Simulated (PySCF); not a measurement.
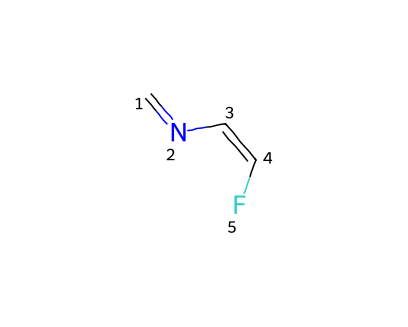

Skeletal drawing with numbered atoms; wedges and dashes mark any stereocentres. The configuration is that of a computed structure (PBE0-D3(BJ)/def2-SVP).

Give the R/S and E/Z labels.

C3=C4: Z.

Give a SMILES with the stereochemistry.

C=N/C=C\F
